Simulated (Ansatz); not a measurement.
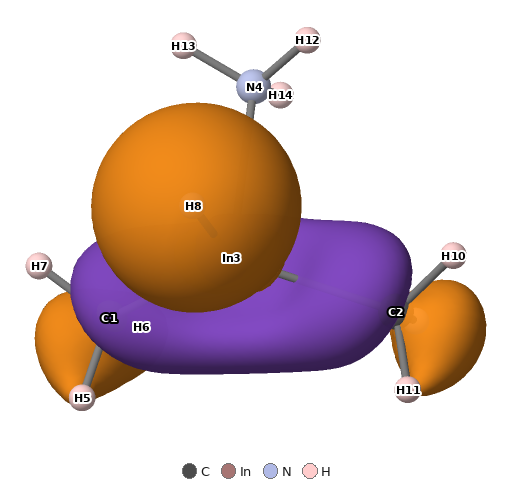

The picture shows: C2H10InN (SMILES [CH3][InH-]([CH3])[NH3+]). The HOMO−1 at ±0.1 Å⁻³ᐟ² (orange and purple are the two phases), seen at a tilt.

Geometry: PBE0-D4/def2-SVP; core potentials replace the inner electrons of In.

The calculation used isolated molecule in a Gaussian basis; Kohn-Sham density functional theory, functional PBE0 in Ansatz 0.2.0.

Input file:

```
basis:
  gaussian: {orbitals: def2-TZVPD}
crystal:
  periodic: [false, false, false]
  atoms:
    - {symbol: C, position_ang: [0.607762, 1.341269, 1.016856]}
    - {symbol: C, position_ang: [-0.870719, -1.359715, -1.132881]}
    - {symbol: In, position_ang: [0.761321, 0.033686, -0.726013]}
    - {symbol: N, position_ang: [0.110074, 1.692758, -2.361599]}
    - {symbol: H, position_ang: [0.916891, 0.802158, 1.926280]}
    - {symbol: H, position_ang: [-0.427692, 1.683415, 1.172107]}
    - {symbol: H, position_ang: [1.258464, 2.224768, 0.921998]}
    - {symbol: H, position_ang: [2.340797, -0.279743, -1.418811]}
    - {symbol: H, position_ang: [-1.848364, -0.916435, -0.885595]}
    - {symbol: H, position_ang: [-0.884866, -1.673334, -2.188598]}
    - {symbol: H, position_ang: [-0.756576, -2.269206, -0.521981]}
    - {symbol: H, position_ang: [0.141320, 1.314697, -3.307679]}
    - {symbol: H, position_ang: [0.728267, 2.502814, -2.336184]}
    - {symbol: H, position_ang: [-0.838841, 2.026731, -2.196709]}
hamiltonian: {xc: {name: PBE0}}
output: {forces: true, orbitals: {seedname: orbitals}}
```

Launched as:

```sh
ansatz run input.yaml --threads 2 --pin off --max-ram 5220MiB --events-out events.jsonl --progress --plain --runs-dir runs
```

Describe this orbital and give its energy.

Answer. Its weight (Hirshfeld) is mainly on H8 (about 35 %), In3 (about 30 %), C2 (about 15 %) and C1 (about 15 %). Its energy is −6.82 eV.
